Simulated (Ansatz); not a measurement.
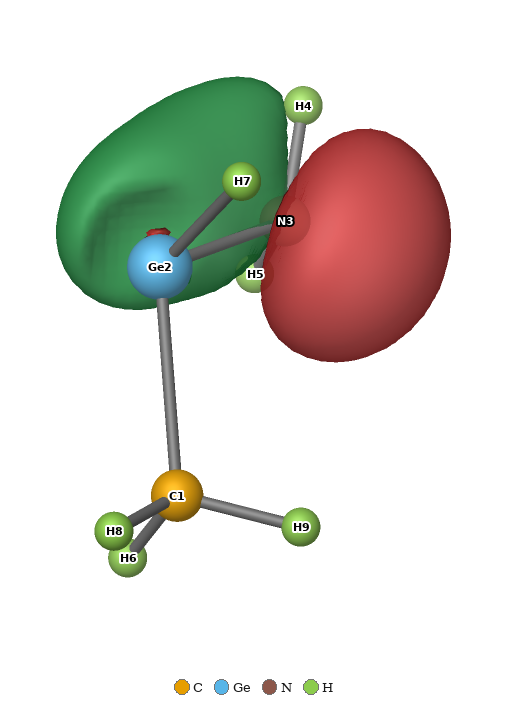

The picture shows: CH$_{6}$GeN (SMILES [CH3][GeH][NH2]) (doublet). The HOMO (β) at ±0.15 Å⁻³ᐟ² (green and red are the two phases), seen at an oblique angle.

Geometry: B3LYP-D3(BJ)/def2-SVP.

Level of theory: isolated molecule in a Gaussian basis; Kohn-Sham density functional theory, functional PBE0 (Ansatz 0.2.0).

```json
{"atom": "C", "x (Å)": "-1.1152", "y (Å)": "0.9298", "z (Å)": "0.7974"}
{"atom": "Ge", "x (Å)": "-1.1726", "y (Å)": "0.4432", "z (Å)": "-1.1265"}
{"atom": "N", "x (Å)": "0.0936", "y (Å)": "-0.9052", "z (Å)": "-1.3356"}
{"atom": "H", "x (Å)": "0.3000", "y (Å)": "-1.1756", "z (Å)": "-2.2965"}
{"atom": "H", "x (Å)": "-0.0665", "y (Å)": "-1.7508", "z (Å)": "-0.7892"}
{"atom": "H", "x (Å)": "-1.4412", "y (Å)": "0.0847", "z (Å)": "1.4218"}
{"atom": "H", "x (Å)": "-0.6086", "y (Å)": "1.6268", "z (Å)": "-1.9833"}
{"atom": "H", "x (Å)": "-1.7793", "y (Å)": "1.7852", "z (Å)": "0.9900"}
{"atom": "H", "x (Å)": "-0.0831", "y (Å)": "1.2016", "z (Å)": "1.0696"}
```

### Where does this orbital lie, and at what energy?

Its weight (Hirshfeld) is mainly on N3 (about 65 %) and Ge2 (about 20 %). Its energy is −7.69 eV.
